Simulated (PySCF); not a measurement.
# S2F2 (Difluorodisulfane) at PBE0/STO-3G

Aim: the energy change on altering one bond length of S2F2 (Difluorodisulfane) at PBE0/STO-3G, from 2 runs. The job is set up through a Python script.

Program for the calculation: PySCF 2.14.0.

13 further runs of the same task are left out: 4 that didn't finish, 9 set aside as unsound or not needed.

### 1 The structure to begin with

The species is S2F2 (4 atoms), meant as a singlet with charge 0. As SMILES, `FSSF`. The coordinates come from a PBE0-D4/def2-TZVP relaxation.

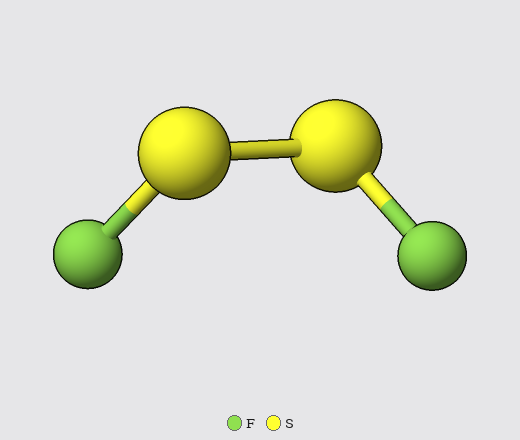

Viewed from a chosen angle; fluorine green, sulfur yellow.

### 2 A single-point energy at PBE0/STO-3G

The input, input.py:

```python
# Difluorodisulfane
from pyscf import gto, dft

mol = gto.M(
    atom='''
F       -1.783750      -0.199930      -0.621590
S       -0.467670       0.764150      -0.632370
S        1.044990      -0.276390      -0.184720
F        1.206410      -0.287820       1.438680
''',
    spin=0,
    max_memory=1860,
    verbose=4,
    basis='sto-3g',
)

mf = dft.RKS(mol)
mf.xc = 'pbe0'
mf.conv_tol = 1e-10
mf.grids.level = 5
mf.kernel()
if not mf.converged:
    mf = mf.newton().run(mf.mo_coeff, mf.mo_occ)

etot = mf.e_tot
print('Final energy', etot)
```

Launch:

```bash
$ OMP_NUM_THREADS=1 python input.py
```

Log:

```text
PySCF version 2.14.0

[INPUT] num. atoms = 4
[INPUT] num. electrons = 50
[INPUT] charge = 0
[INPUT] spin (= nelec alpha-beta = 2S) = 0
[INPUT] symmetry False subgroup None
[INPUT] Mole.unit = angstrom
[INPUT] Symbol           X                Y                Z      unit          X                Y                Z       unit  Magmom
[INPUT]  1 F     -1.783750000000  -0.199930000000  -0.621590000000 AA   -3.370798974693  -0.377812944084  -1.174634861768 Bohr   0.0
[INPUT]  2 S     -0.467670000000   0.764150000000  -0.632370000000 AA   -0.883768216675   1.444034218086  -1.195006109391 Bohr   0.0
[INPUT]  3 S      1.044990000000  -0.276390000000  -0.184720000000 AA    1.974744902909  -0.522301403569  -0.349070209730 Bohr   0.0
[INPUT]  4 F      1.206410000000  -0.287820000000   1.438680000000 AA    2.279784493937  -0.543900973172   2.718711180889 Bohr   0.0

nuclear repulsion = 230.128319222508
number of shells = 16
number of NR pGTOs = 84
number of NR cGTOs = 28
basis = sto-3g
ecp = {}

******** <class 'pyscf.dft.rks.RKS'> ********
method = RKS
initial guess = minao
damping factor = 0
level_shift factor = 0
DIIS = <class 'pyscf.scf.diis.CDIIS'>
diis_start_cycle = 1
diis_space = 8
diis_damp = 0
SCF conv_tol = 1e-10
SCF conv_tol_grad = None
SCF max_cycles = 50
direct_scf = True
direct_scf_tol = 1e-13
XC library pyscf.dft.libxc version 7.0.0
    S. Lehtola, C. Steigemann, M. J.T. Oliveira, and M. A.L. Marques.,  SoftwareX 7, 1–5 (2018)
XC functionals = pbe0
radial grids:
    Treutler-Ahlrichs [JCP 102, 346 (1995); DOI:10.1063/1.469408] (M4) radial grids

becke partition: Becke, JCP 88, 2547 (1988); DOI:10.1063/1.454033
pruning grids: <function nwchem_prune>
grids dens level: 5
symmetrized grids: False
atomic radii adjust function: <function treutler_atomic_radii_adjust>
small_rho_cutoff = 0
Set gradient conv threshold to 1e-05
Initial guess from minao.
tot grids = 173856
init E= -984.034114225025
  HOMO = -0.285469486397974  LUMO = -0.0305618199917313  gap/eV = 6.93639
cycle= 1 E= -983.728294678356  delta_E= 0.306  |g|= 0.455  |ddm|= 3.19
  HOMO = -0.0554056608975351  LUMO = 0.139236289752763  gap/eV = 5.29648
cycle= 2 E= -983.61850687585  delta_E= 0.11  |g|= 0.747  |ddm|= 2.17
  HOMO = -0.13143520313629  LUMO = 0.163275695230097  gap/eV = 8.01949
cycle= 3 E= -983.835216007613  delta_E= -0.217  |g|= 0.0292  |ddm|= 1.24
  HOMO = -0.132795771823025  LUMO = 0.166113997903244  gap/eV = 8.13375
cycle= 4 E= -983.835593252103  delta_E= -0.000377  |g|= 0.000899  |ddm|= 0.0568
  HOMO = -0.132779047539693  LUMO = 0.166140046253251  gap/eV = 8.13400
cycle= 5 E= -983.835593897939  delta_E= -6.46e-07  |g|= 6.7e-05  |ddm|= 0.0034
  HOMO = -0.13278616362916  LUMO = 0.166119118661234  gap/eV = 8.13363
cycle= 6 E= -983.83559390362  delta_E= -5.68e-09  |g|= 1.17e-05  |ddm|= 0.000392
  HOMO = -0.132786415786776  LUMO = 0.16611871585469  gap/eV = 8.13362
cycle= 7 E= -983.835593903683  delta_E= -6.3e-11  |g|= 2.91e-06  |ddm|= 2.98e-05
  HOMO = -0.132786411883291  LUMO = 0.166118782358706  gap/eV = 8.13362
Extra cycle  E= -983.835593903682  delta_E= 6.82e-13  |g|= 3.29e-06  |ddm|= 1.39e-05
converged SCF energy = -983.835593903682
Final energy -983.8355939036824
```

Run time: 3.6 s. Hardware: 1 thread of Arm Neoverse V1, shared host; peak memory 0.23 GiB.

### 3 The distorted shape, same level

The input, input.py:

```python
from pyscf import gto, dft

mol = gto.M(
    atom=[
    ('F', (-2.540109, 0.320360, -0.845423)),
    ('S', (-1.224029, 1.284440, -0.856203)),
    ('S', (1.044990, -0.276390, -0.184720)),
    ('F', (1.206410, -0.287820, 1.438680)),
],
    charge=0,
    verbose=3,
    max_memory=1860,
    basis='sto-3g',
)

mf = dft.RKS(mol)
mf.xc = 'pbe0'
mf.grids.level = 5
mf.conv_tol = 1e-10
mf.kernel()
if not mf.converged:
    mf = mf.newton().run(mf.mo_coeff, mf.mo_occ)

energy = mf.e_tot
print('E(%s) = %.9f' % ('PBE0', energy))
```

Launch:

```bash
$ OMP_NUM_THREADS=1 python input.py
```

Log:

```text
converged SCF energy = -983.77791946753
E(PBE0) = -983.777919468
```

Wall time 4.8 s (1 thread of Arm Neoverse V1, shared host); peak memory 0.23 GiB.

### 4 Results

At PBE0/STO-3G:

| quantity | value |
| --- | --- |
| first shape: total energy | -983.83559 Eh |
| first shape: dipole moment | 0.31 D |
| first shape: HOMO energy | -3.61 eV |
| first shape: LUMO energy | 4.52 eV |
| first shape: HOMO–LUMO gap | 8.13 eV |
| distorted shape: total energy | -983.77792 Eh |
| distorted shape: dipole moment | 0.07 D |
| distorted shape: HOMO energy | -3.02 eV |
| distorted shape: LUMO energy | -0.33 eV |
| distorted shape: HOMO–LUMO gap | 2.69 eV |
| energy change with the S2–S3 bond stretched from 1.890 to 2.835 Å | 1.569 eV |

What this shows: With the S2–S3 bond stretched from 1.890 to 2.835 Å the energy rises by 1.57 eV (151 kJ/mol). The first shape isn't relaxed at this level, so the change isn't measured from a minimum. A restricted reference can't describe the breaking bond well at this length. The minimal basis adds a large error of its own.
